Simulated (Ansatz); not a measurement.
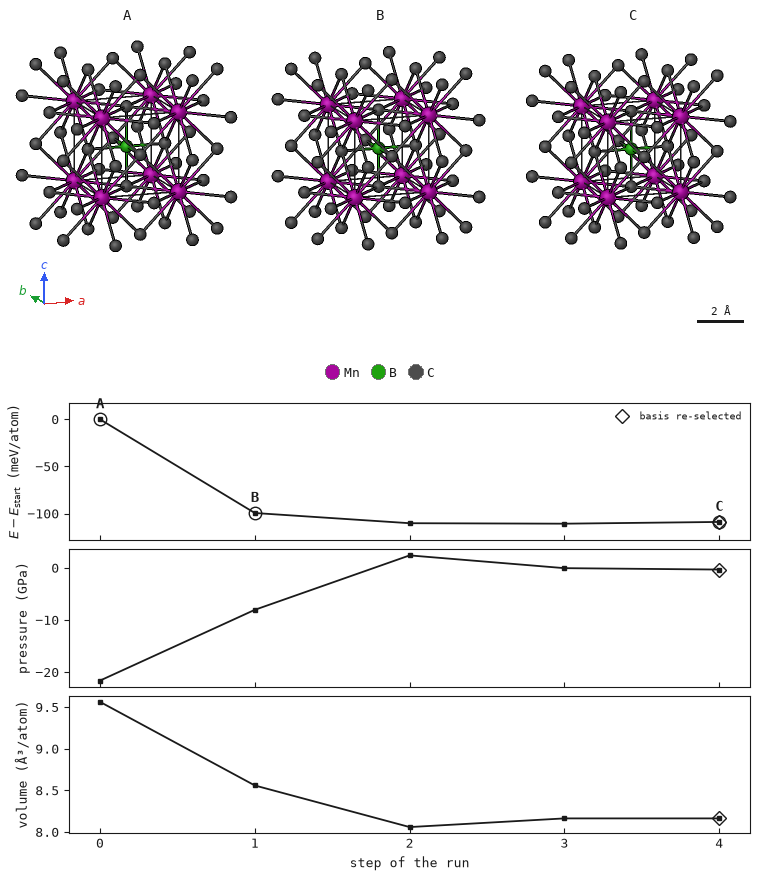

Frames of a relaxation of solid MnBC3 (a generated structure, set up in Pm-3m) (coarse preliminary run), marked on the history of the run. The picture is a ball-and-stick view of the cell of the calculation, seen slightly off an axis.

These are results of DFT PBE, scalar-relativistic, plane waves, PAW in Ansatz 0.2.0, not measurements.

Input file:
```yaml
crystal:
  lattice:
    - [3.62977858, 0.0, 0.0]
    - [0.0, 3.62977858, 0.0]
    - [0.0, 0.0, 3.62977858]
  atoms:
    - { symbol: Mn, position: [0.0, 0.0, 0.0], spin: 4.0 }
    - { symbol: B, position: [0.5, 0.5, 0.5] }
    - { symbol: C, position: [0.5, 0.5, 0.0] }
    - { symbol: C, position: [0.0, 0.5, 0.5] }
    - { symbol: C, position: [0.5, 0.0, 0.5] }
basis:
  ecutwfc: 420
kpoints:
  mp_grid: { grid: [6, 6, 6] }
hamiltonian:
  xc: pbe
scf:
  occupations: { method: gaussian, width: 0.1 }
  lower_state_search: "off"
output:
  forces: true
  stress: true
  eigenvalues: true
  populations: true
magnetization:
  spin_polarized: true
relax:
  adjacent_minimum: "off"
  f_tol: 0.04
  max_steps: 70
  cell: { stress_tol: 0.4 }
```

Command:
```bash
ansatz run input.yaml --threads 1 --pin off --max-ram 2560MiB --backend cpu --events-out ev --progress --plain --runs-dir out
```

What happens along the run?

Over 3 accepted moves (4 points after the start) the energy falls by 109 meV per atom. All forces vanish by symmetry, so only the cell relaxes. The pressure goes from −21.60 to −0.31 GPa. The SCF was repeated once at an unchanged geometry on a basis and grid sized afresh for the cell, which shifted the energy by 1.9 meV per atom at most. The atoms keep their places relative to the cell (all moves are under 0.005 Å). Cell: a = b = c 3.630 → 3.443 Å (−5.1 %). Volume −14.6 %. Near-neighbour distances that change, for instance: Mn1–C3 2.567 → 2.435 Å, B2–C3 1.815 → 1.722 Å. The space group stays Pm-3m (No. 221). From step 0 to 1: volume −10.5 %, energy −99.3 meV per atom. From step 1 to 4: volume −4.6 %, energy −9.5 meV per atom.

| step | E − E(0), meV/atom | pressure, GPa | volume, Å³/atom | note |
| --- | --- | --- | --- | --- |
| 0 | 0.00 | -21.60 | 9.565 |  |
| 1 | -99.32 | -8.03 | 8.560 |  |
| 2 | -110.14 | 2.41 | 8.061 |  |
| 3 | -110.64 | -0.04 | 8.165 |  |
| 4 | -108.79 | -0.31 | 8.165 | same geometry, new basis |
